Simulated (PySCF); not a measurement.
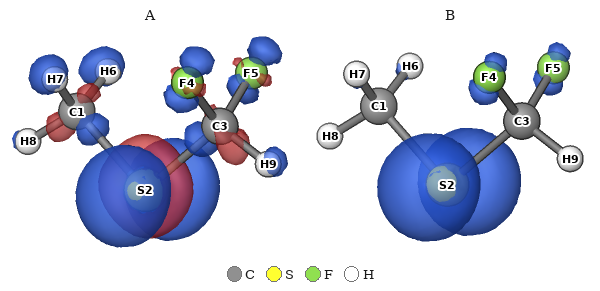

*C2H4F2S, SMILES `CSC(F)F`. The Fukui function f⁻ from two separate SCF calculations and the density of the HOMO, at ±0.05 e/Å³ (blue positive, red negative).*

PySCF calculation, TPSS/cc-pVDZ, gas phase; geometry: GFN2-xTB. No frequency check shows the geometry to be a minimum. GFN2-xTB bond lengths at metals and heavier atoms can be off by up to 0.1 Å and shapes distorted, which carries into these values.

Input

```python
import numpy as np
from pyscf import gto, scf, dft
from pyscf.scf import atom_ks, atom_hf
from scipy.linalg import block_diag

def solve(mol, dm0=None, hcore=None):
    mf = (dft.UKS if mol.spin else dft.RKS)(mol, xc='tpss')
    mf.grids.level = 3
    mf = mf.density_fit(auxbasis='def2-universal-jkfit')
    mf.conv_tol, mf.max_cycle = 1e-8, 80
    if hcore is not None:
        mf.get_hcore = lambda *args: hcore
    mf.kernel(dm0)
    if not mf.converged:
        mf = mf.newton().run(mf.mo_coeff, mf.mo_occ, max_cycle=30)
    assert mf.converged, 'SCF not converged'
    return mf

mol = gto.M(atom='''
C     -1.52205     0.95833     0.01356
S     -0.90978    -0.75233    -0.01008
C      0.86812    -0.38763    -0.00575
F      1.22326     0.32368     1.08136
F      1.22114     0.35673    -1.07271
H     -1.17339     1.47519    -0.87269
H     -1.17162     1.44768     0.92046
H     -2.60468     0.89657     0.00949
H      1.43006    -1.33014    -0.02065
''', basis='cc-pvdz', charge=0, spin=0, verbose=4)
mf = solve(mol)
out = dict(e0=mf.e_tot, dm0=mf.make_rdm1(), c=mf.mo_coeff, occ=mf.mo_occ, eps=mf.mo_energy)
for name, dq, spin in [('cation', 1, 1), ('anion', -1, 1)]:
    ion = mol.copy().set(charge=mol.charge + dq, spin=spin).build()
    mi = solve(ion)
    if spin and dq > 0 and mol.nao < 130:
        c, _, stable, _ = mi.stability(return_status=True)
        if not stable:
            mi = solve(ion, mi.make_rdm1(c, mi.mo_occ))
    print(name, 'vertical energy change / eV', (mi.e_tot - mf.e_tot) * 27.211386)
    out.update({'e_' + name: mi.e_tot, 'dm_' + name: mi.make_rdm1(), 's2_' + name: mi.spin_square()[0], 'eps_' + name: mi.mo_energy, 'occ_' + name: mi.mo_occ})
# spherically averaged free atoms, for the promolecule
atm = atom_ks.get_atm_nrks(mol, xc='tpss')
pro = block_diag(*[(atm[a[0]][2] * atm[a[0]][3]) @ atm[a[0]][2].T for a in mol._atom])
np.savez('result.npz', pro=pro, **out)
```

Run with:

```sh
OMP_NUM_THREADS=1 python input.py
```

The run took 10 min on 1 thread of Arm Neoverse V1, with other jobs on the host, peak memory 0.61 GiB.

Partitions, critical points and surface values were worked out afterwards from this run's density.

Which panel is which, and how good is the frozen-orbital picture?

Answer. A is f⁻ (it has negative regions), B the HOMO density. The HOMO lies on S2 (78 %) and C1 (6 %); f⁻ (Hirshfeld-condensed) is largest on S2 (0.53); the vertical ionisation energy is 9.31 eV. Relaxation shifts 26 % of the electron between atoms. The orbital energy is −5.79 eV.
